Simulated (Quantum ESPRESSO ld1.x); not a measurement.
# Run report: Rh³⁺, atomic calculation

System: the Rh³⁺ ion in the configuration [Kr] 4d6.
Method: non-relativistic Kohn-Sham, revPBE, spin-unpolarised, spherical densities, point nucleus (Quantum ESPRESSO ld1.x 7.5).

## Results in brief

- outcome: converged
- total energy: −4685.6265 hartree
- kinetic energy: 4683.6277 hartree
- electron–nucleus energy: −11100.3086 hartree
- Hartree energy: 1865.7978 hartree
- exchange–correlation energy: −134.743432 hartree
- radius at density 0.001 e/bohr³: 3.16 bohr
- SCF iterations: 28
- hardware: 1 CPU thread, shared host
- wall time: 0.6 s

## Notes

Relativity is left out, which matters for an atom this heavy.

## Input
```
 &input
    zed=45.0,
    iswitch=1,
    rel=0,
    dft='REVPBE',
    config='[Kr] 4d6',
    relpert=.true.,
    verbosity='high',
    prefix='ld1',
    max_out_wfc=37,
    file_charge='ld1.rho',
 /
```

## Log
```
     Program LD1 v.7.5 starts

     --------------------------- All-electron run ----------------------------

     atomic number is 45.00
     dft =REVPBE   lsd =0 sic =0 latt =0  beta=0.20 tr2=1.0E-14
     Exchange-correlation= REVPBE
                           (   1   4   4   4   0   0   0)
     mesh =1927 r(mesh) =  99.61747 a.u. xmin = -7.00 dx = 0.00800
     1 Ry =  13.60569312 eV, c = 137.03599908

     n l     nl                  e(Ry)          e(Ha)          e(eV)
     1 0     1S 1( 2.00)   -1647.120526732    -823.560263366 -22410.2164233
                  -E_vel       265.8483       132.9242      3617.0511
                  -E_Dar      -212.6999      -106.3499     -2893.9292
     2 0     2S 1( 2.00)    -236.580449746    -118.290224873  -3218.8409982
                  -E_vel        34.7789        17.3894       473.1904
                  -E_Dar       -21.7633       -10.8816      -296.1044
     2 1     2P 1( 6.00)    -219.504935783    -109.752467891  -2986.5167952
                  -E_vel         5.5810         2.7905        75.9329
                  -E_Dar         0.0990         0.0495         1.3472
                  -E_S-O        -3.3176        -1.6588       -45.1378
     3 0     3S 1( 2.00)     -44.325862630     -22.162931315   -603.0840844
                  -E_vel         6.7018         3.3509        91.1825
                  -E_Dar        -3.9812        -1.9906       -54.1674
     3 1     3P 1( 6.00)     -37.566874672     -18.783437336   -511.1233684
                  -E_vel         1.2607         0.6304        17.1531
                  -E_Dar         0.0171         0.0086         0.2329
                  -E_S-O        -0.5670        -0.2835        -7.7139
     4 0     4S 1( 2.00)      -8.294764575      -4.147382287   -112.8560213
                  -E_vel         1.2459         0.6230        16.9518
                  -E_Dar        -0.7303        -0.3652        -9.9363
     4 1     4P 1( 6.00)      -6.223173110      -3.111586555    -84.6705836
                  -E_vel         0.2154         0.1077         2.9306
                  -E_Dar         0.0027         0.0013         0.0366
                  -E_S-O        -0.0912        -0.0456        -1.2403
     3 2     3D 1(10.00)     -25.124149166     -12.562074583   -341.8314635
                  -E_vel         0.2961         0.1481         4.0290
                  -E_Dar         0.0094         0.0047         0.1276
                  -E_S-O        -0.0725        -0.0362        -0.9862
     4 2     4D 1( 6.00)      -2.933884015      -1.466942007    -39.9175256
                  -E_vel         0.0354         0.0177         0.4811
                  -E_Dar         0.0009         0.0005         0.0123
                  -E_S-O        -0.0073        -0.0037        -0.0997

     relativistic eigenvalues in first order perturbation theory

     n l j   nl                  e(Ry)          e(Ha)          e(eV)
     1 0 0.5 1S 1          -1700.269002507    -850.134501254 -23133.3382747
     2 0 0.5 2S 1           -249.596036766    -124.798018383  -3395.9270810
     2 1 0.5 2P 1           -231.820048325    -115.910024162  -3154.0724373
     2 1 1.5 2P 1           -221.867351816    -110.933675908  -3018.6591028
     3 0 0.5 3S 1            -47.046423671     -23.523211835   -640.0992030
     3 1 0.5 3P 1            -39.978650793     -19.989325396   -543.9372542
     3 1 1.5 3P 1            -38.277763879     -19.138881940   -520.7955088
     4 0 0.5 4S 1             -8.810397900      -4.405198950   -119.8715701
     4 1 0.5 4P 1             -6.623578312      -3.311789156    -90.1183739
     4 1 1.5 4P 1             -6.350102361      -3.175051180    -86.3975440
     3 2 1.5 3D 1            -25.647108927     -12.823554463   -348.9466935
     3 2 2.5 3D 1            -25.284686856     -12.642343428   -344.0156901
     4 2 1.5 4D 1             -2.992132321      -1.496066161    -40.7100341
     4 2 2.5 4D 1             -2.955496864      -1.477748432    -40.2115834

     final scf error:  5.9E-15 reached in  28 iterations

     Etot =   -9371.253045 Ry,   -4685.626522 Ha, -127502.393107 eV

     Ekin =    9367.255418 Ry,    4683.627709 Ha,  127448.002616 eV
     Encl =  -22200.617246 Ry,  -11100.308623 Ha, -302054.785386 eV
     Eh   =    3731.595646 Ry,    1865.797823 Ha,   50770.945220 eV
     Exc  =    -269.486863 Ry,    -134.743431 Ha,   -3666.555556 eV

     normalization and overlap integrals

     s(1S/1S) =  1.000000  <r> =   0.0338  <r2> =    0.0015  r(max) =   0.0224
     s(1S/2S) = -0.000000
     s(1S/3S) =  0.000000
     s(1S/4S) =  0.000000
     s(2S/2S) =  1.000000  <r> =   0.1472  <r2> =    0.0255  r(max) =   0.1251
     s(2S/3S) =  0.000000
     s(2S/4S) =  0.000000
     s(2P/2P) =  1.000000  <r> =   0.1260  <r2> =    0.0193  r(max) =   0.0976
     s(2P/3P) =  0.000000
     s(2P/4P) =  0.000000
     s(3S/3S) =  1.000000  <r> =   0.4029  <r2> =    0.1855  r(max) =   0.3625
     s(3S/4S) = -0.000000
     s(3P/3P) =  1.000000  <r> =   0.3958  <r2> =    0.1818  r(max) =   0.3511
     s(3P/4P) = -0.000000
     s(4S/4S) =  1.000000  <r> =   1.0010  <r2> =    1.1330  r(max) =   0.9024
     s(4P/4P) =  1.000000  <r> =   1.0756  <r2> =    1.3204  r(max) =   0.9544
     s(3D/3D) =  1.000000  <r> =   0.3698  <r2> =    0.1632  r(max) =   0.2921
     s(3D/4D) = -0.000000
     s(4D/4D) =  1.000000  <r> =   1.3557  <r2> =    2.1655  r(max) =   1.1022

     ------------------------ End of All-electron run ------------------------
```

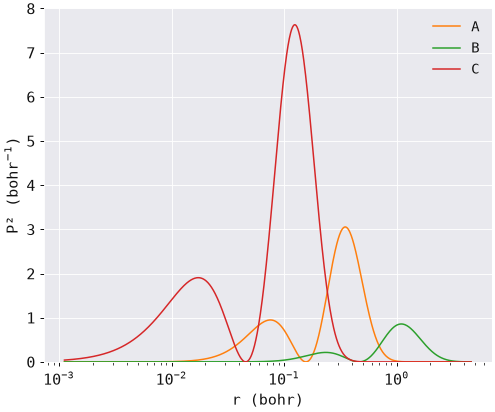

**Figure 1.** The radial probability densities P² of 4d, 2s and 3p. A is 3p; B is 4d; C is 2s. 2s: outer maximum at 0.125 bohr, ⟨r⟩ = 0.147 bohr, 1 node, eigenvalue −3219 eV; 3p: outer maximum at 0.351 bohr, ⟨r⟩ = 0.396 bohr, 1 node, eigenvalue −511.1 eV; 4d: outer maximum at 1.10 bohr, ⟨r⟩ = 1.36 bohr, 1 node, eigenvalue −39.9 eV.

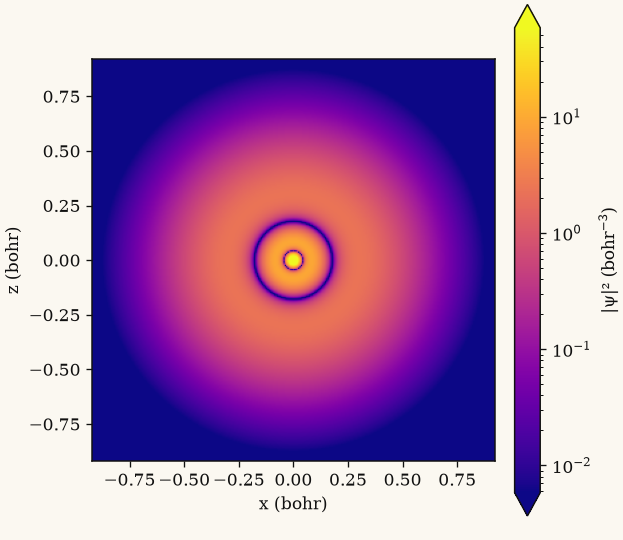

**Figure 2.** The 3s orbital. The radial function comes from the spherical calculation and is multiplied by a real spherical harmonic; the overall sign is chosen so that the largest lobe of P(r) is positive. In the xz plane through the nucleus, the colour gives |ψ|² on a logarithmic scale. It has no angular node and 2 radial nodes, at r = 0.0439 and 0.179 bohr. The outermost maximum of P² lies at 0.362 bohr, ⟨r⟩ = 0.403 bohr, 90 % of the charge lies within 0.593 bohr, and the eigenvalue is −603.1 eV, with 2 electrons in the shell.
